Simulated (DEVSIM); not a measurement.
System: Schottky contact on n-type Si, at 300 K.

```
layer (left to right)  material  thickness (μm)  Nd (cm⁻³)  τn (s)  τp (s)
---------------------  --------  --------------  ---------  ------  ------
1                            Si            1.50     1.8e17  4.4e-7  4.4e-7
2                            Si            3.20     1.4e18  4.4e-7  4.4e-7
```

Left contact: Schottky, work function 4.68 eV, emission velocity 4.2e6 cm/s. Right contact: ohmic. Voltage is applied to the left contact. Recombination: SRH at mid-gap, Auger. Mobility is μmin + (μ − μmin)/(1 + (N/Nref)^α).

Constants are typed, rounded textbook-type inputs, not results; the design itself was drawn at random and stands for no fabricated device. Values at 300 K.

```
parameter           Si
-------------  -------
gap (eV)         1.124
affinity (eV)     4.05
permittivity      11.7
Nc (cm⁻³)      2.86e19
Nv (cm⁻³)       3.1e19
μn (cm²/Vs)       1417
μp (cm²/Vs)        470
μn,min              52
μp,min              45
Nref,n          9.7e16
Nref,p          2.2e17
αn                0.68
αp                0.72
Cn (cm⁶/s)     2.8e-31
Cp (cm⁶/s)     9.9e-32
```

DEVSIM, 1D drift-diffusion, Boltzmann statistics, complete ionisation; no tunnelling, impact ionisation, image-force lowering or self-heating. Metal contacts follow the ideal Schottky-Mott rule: no Fermi-level pinning, no interface dipoles.

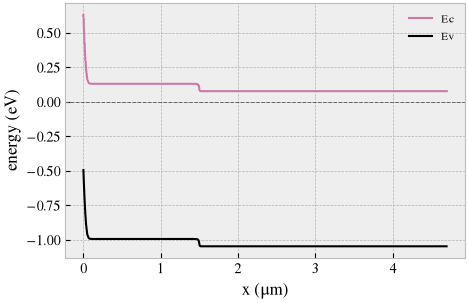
*Band edges at zero bias*

Energies count from the Fermi level of the right contact; mesh points crowd at the junctions.

| x (μm) | Ec (eV) | Ev (eV) | n (cm⁻³) | p (cm⁻³) | field (V/cm) |
|---|---|---|---|---|---|
| 0.000 | 0.630 | -0.494 | 7.5e8 | 1.6e11 | -160000 |
| 0.02375 | 0.323 | -0.801 | 1.1e14 | 1100000 | -96000 |
| 0.07024 | 0.136 | -0.988 | 1.5e17 | 780 | -4900 |
| 0.1540 | 0.131 | -0.993 | 1.8e17 | 650 | ≈ 0 |
| 0.4186 | 0.131 | -0.993 | 1.8e17 | 650 | ≈ 0 |
| 0.8088 | 0.131 | -0.993 | 1.8e17 | 650 | ≈ 0 |
| 1.144 | 0.131 | -0.993 | 1.8e17 | 650 | ≈ 0 |
| 1.371 | 0.131 | -0.993 | 1.8e17 | 650 | ≈ 0 |
| 1.443 | 0.131 | -0.993 | 1.8e17 | 640 | -83 |
| 1.483 | 0.126 | -0.998 | 2.2e17 | 530 | -5500 |
| 1.503 | 0.086 | -1.038 | 1.0e18 | 110 | -21000 |
| 1.542 | 0.078 | -1.046 | 1.4e18 | < 1e2 | ≈ 0 |
| 1.607 | 0.078 | -1.046 | 1.4e18 | < 1e2 | ≈ 0 |
| 1.737 | 0.078 | -1.046 | 1.4e18 | < 1e2 | ≈ 0 |
| 2.108 | 0.078 | -1.046 | 1.4e18 | < 1e2 | ≈ 0 |
| 2.728 | 0.078 | -1.046 | 1.4e18 | < 1e2 | ≈ 0 |
| 3.638 | 0.078 | -1.046 | 1.4e18 | < 1e2 | ≈ 0 |
| 4.176 | 0.078 | -1.046 | 1.4e18 | < 1e2 | ≈ 0 |
| 4.498 | 0.078 | -1.046 | 1.4e18 | < 1e2 | ≈ 0 |
| 4.610 | 0.078 | -1.046 | 1.4e18 | < 1e2 | ≈ 0 |
| 4.667 | 0.078 | -1.046 | 1.4e18 | < 1e2 | ≈ 0 |
| 4.700 | 0.078 | -1.046 | 1.4e18 | < 1e2 | ≈ 0 |
